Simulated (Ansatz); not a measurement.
## Electronic structure of CH₃AlCl₂ in real space

The calculation's input:

```
crystal:
  periodic: [false, false, false]
  atoms:
    - {symbol: Al, position_ang: [-0.638718, 0.884591, -0.102603]}
    - {symbol: C, position_ang: [0.755633, -0.506675, 0.031859]}
    - {symbol: Cl, position_ang: [1.369208, -1.079437, 1.559779]}
    - {symbol: Cl, position_ang: [-0.728723, -1.519886, -0.522193]}
    - {symbol: H, position_ang: [-0.749115, 1.639954, -1.485804]}
    - {symbol: H, position_ang: [-1.442189, 1.212881, 1.213160]}
    - {symbol: H, position_ang: [1.495103, -0.699427, -0.739898]}
basis:
  gaussian: {orbitals: def2-TZVPP}
hamiltonian: {xc: pbe0, dispersion: d4}
output: {orbitals: {seedname: orbitals}}
```

Run with:

```sh
ansatz run in.yaml --threads 2 --pin off --events-out ev --progress --plain --max-ram 4352MiB
```

Geometry: PBE0-D4/def2-TZVP.

These are results of Ansatz, RKS PBE0-D4/def2-TZVPP, not measurements.

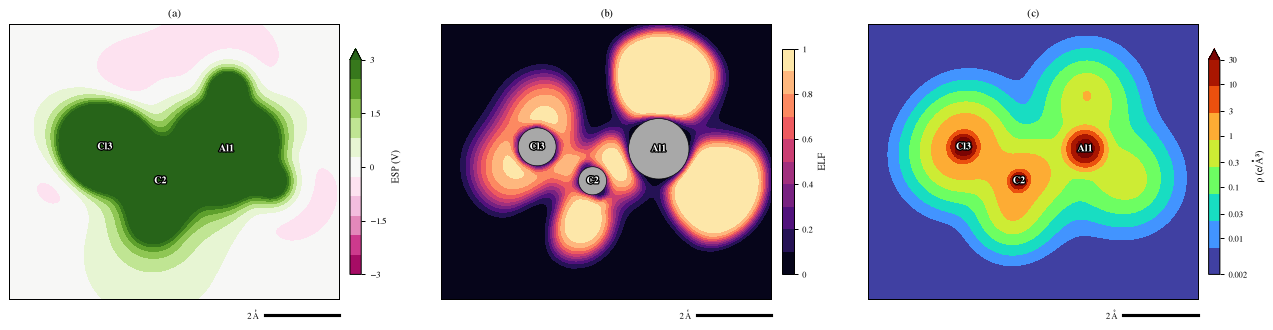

Figure 1. (a) electrostatic potential; (b) ELF; (c) electron density on the plane of atoms Al1, C2 and Cl3. Grey discs cover the atomic cores in the ELF map.

Question: What do the fields say about this system?

Answer: The section cuts through Al, C and Cl sites.
C–Cl (1.74 Å): ρ at the midpoint is about 1.4 e/Å³; the ELF peaks at about 0.90 between the atoms: a covalent bond.
C–Al (1.97 Å): ρ is about 0.68 e/Å³ halfway; the ELF peaks at about 0.95 in the valence shell of C, 0.7 Å from its nucleus, and is about 0.85 at the midpoint.
The ELF also peaks beside Cl3, away from the bonds: lone-pair regions.
Outside the dense part of the molecule the potential is most negative (−0.4 V) near Cl3.

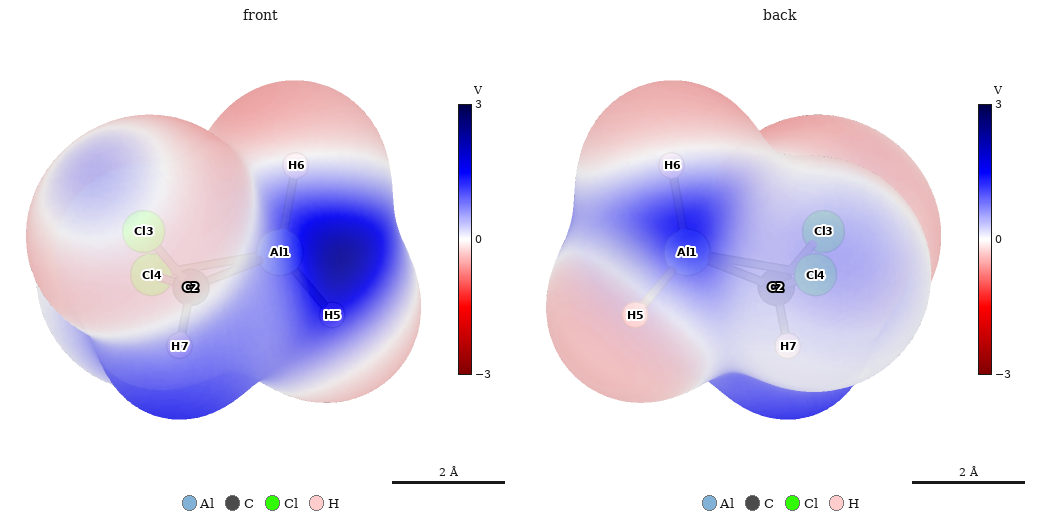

Figure 2. The molecular electrostatic potential painted on the density surface at 0.001 e/bohr³, seen from the front and from behind; the colour scale runs from red (negative) to blue (positive).

Question: Which sites attract a positive test charge, and which a negative one?

Answer: A positive charge is drawn to the negative regions and a negative charge to the positive ones. The most negative region (about −0.5 V) lies over Cl3 and H6, the most positive (about +2.2 V) over Al1. Cl3 shows a σ-hole: about +0.4 V at the tip opposite its bond, against about −0.3 V on its flanks.

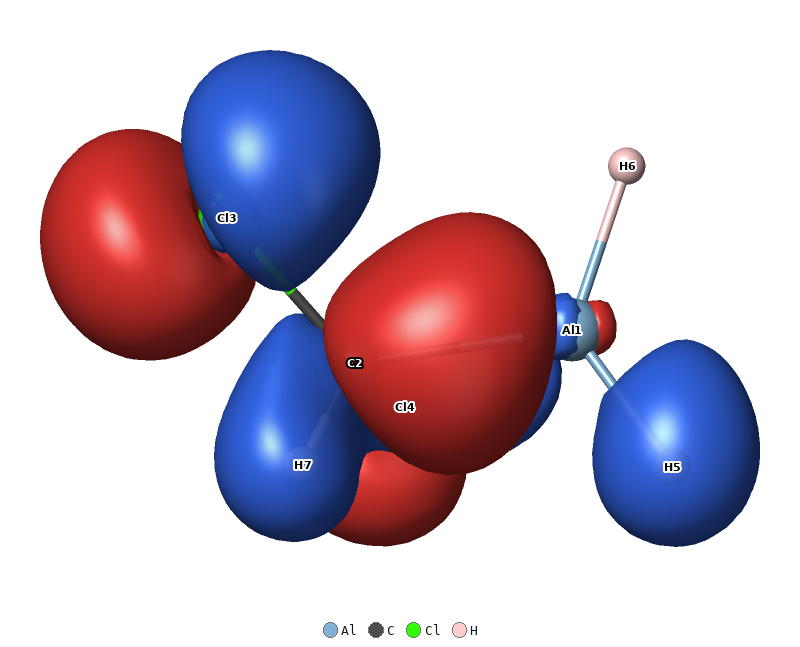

Figure 3. The HOMO at ±0.08 Å⁻³ᐟ² (red and blue are the two phases), seen across its widest extent.

Question: Describe this orbital and give its energy.

Answer: By Hirshfeld shares it lies mainly on Cl3 (about 35 %), C2 (about 25 %), Cl4 (about 15 %) and Al1 (about 15 %); π-antibonding (π*) across Cl3–C2. Its energy is −7.82 eV.
